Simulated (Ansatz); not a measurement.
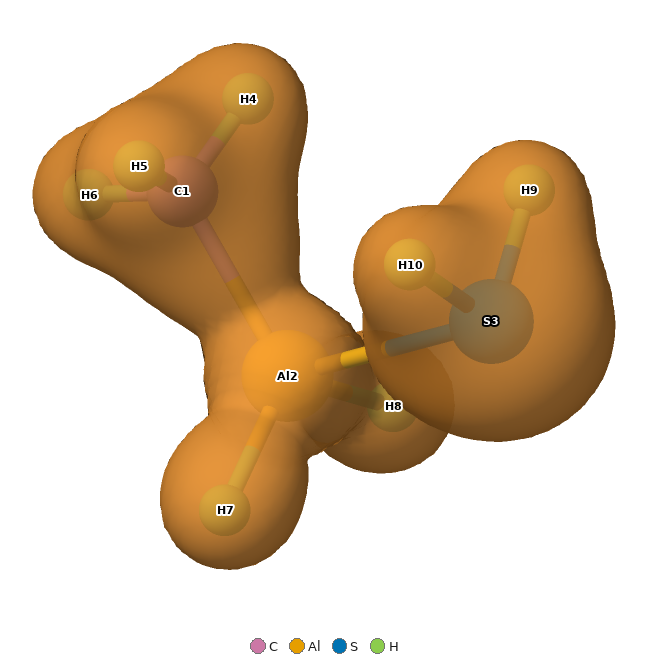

*CH$_{7}$AlS (SMILES [CH3][AlH2-][SH2+]). Isosurface of the total electron density at 0.3 e/Å³ (orange), seen at a tilt.*

Geometry: r2SCAN-D4/def2-SVP.

The calculation used isolated molecule in a Gaussian basis; Kohn-Sham density functional theory, functional PBE0 (Ansatz).

Input

```
crystal:
  periodic: [false, false, false]
  atoms:
    - {symbol: C, position_ang: [-0.853015, 1.329855, 2.035098]}
    - {symbol: Al, position_ang: [-2.022634, 0.031874, 2.951999]}
    - {symbol: S, position_ang: [-0.504656, -2.062208, 2.880612]}
    - {symbol: H, position_ang: [-0.613132, 1.042032, 0.996096]}
    - {symbol: H, position_ang: [0.101046, 1.505735, 2.563060]}
    - {symbol: H, position_ang: [-1.350860, 2.314868, 1.970484]}
    - {symbol: H, position_ang: [-2.122872, 0.078857, 4.549479]}
    - {symbol: H, position_ang: [-3.224453, -0.636260, 2.131389]}
    - {symbol: H, position_ang: [-0.137501, -1.987467, 1.580027]}
    - {symbol: H, position_ang: [0.642540, -1.480133, 3.301354]}
basis:
  gaussian:
    orbitals: def2-TZVPD
total_charge: 0
magnetization:
  spin_polarized: false
hamiltonian:
  xc: {name: PBE0}
output: {forces: true, orbitals: {seedname: orbitals}}
```

Launched as:

```sh
ansatz run input.yaml --threads 2 --pin off --max-ram 4350MiB --events-out events.jsonl --progress --plain --runs-dir runs
```

Q: How is the density connected at this value?

A: At this value the surface falls into two separate pieces. It bridges the sampled C–Al (1.97 Å), C–H (1.10 Å) and S–H (1.35 Å) contacts, where the density stays above the isovalue. It is pinched off along the sampled Al–S (2.59 Å) contacts. On the grid the lowest density along these lines, outside the cores, is 0.6 e/Å³ (C–Al, 1.97 Å), 0.19 e/Å³ (Al–S, 2.59 Å), 1.8 e/Å³ (C–H, 1.10 Å) and 1.4 e/Å³ (S–H, 1.35 Å).
